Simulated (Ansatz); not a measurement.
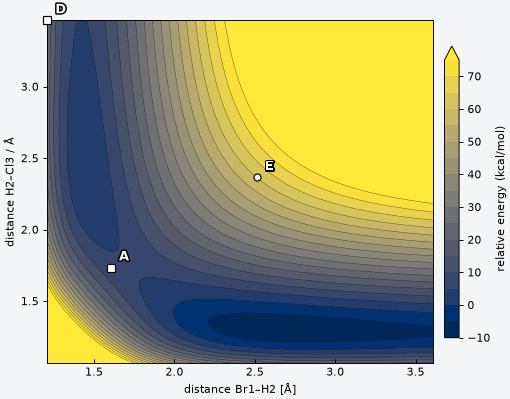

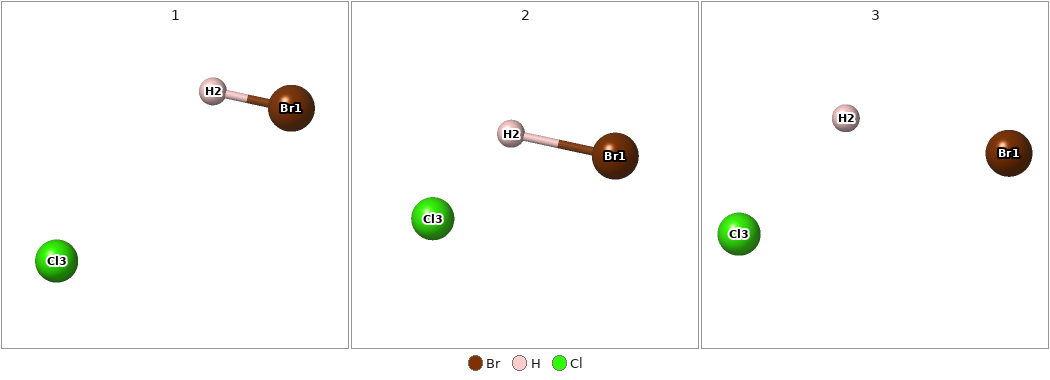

The system Br⁻ + HCl. First axis: distance Br1–H2. Second axis: distance H2–Cl3. Nothing is relaxed (the angle Br1–H2–Cl3 is fixed at 120 degrees). The grid has 9 × 9 points. Points are written as (first, second). All energies are given in kcal/mol relative to Br with charge -1 far from the relaxed HCl (each part in its own basis). The reference is spin-restricted, so regions where a bond is pulled apart into radicals lie too high. Computed with Ansatz, RKS wB97X-V/def2-TZVPD.

The picture shows filled contours, one colour for all values above the top of the scale, lettered points. Between grid points the surface is interpolated. The numbered pictures are the structures at these points, in random order.

Q: Which structure belongs to which point?

A: A is structure 2: (1.604 Å, 1.735 Å), 7 kcal/mol; D is structure 1: (1.208 Å, 3.464 Å), 25 kcal/mol; E is structure 3: (2.511 Å, 2.367 Å), 60 kcal/mol.
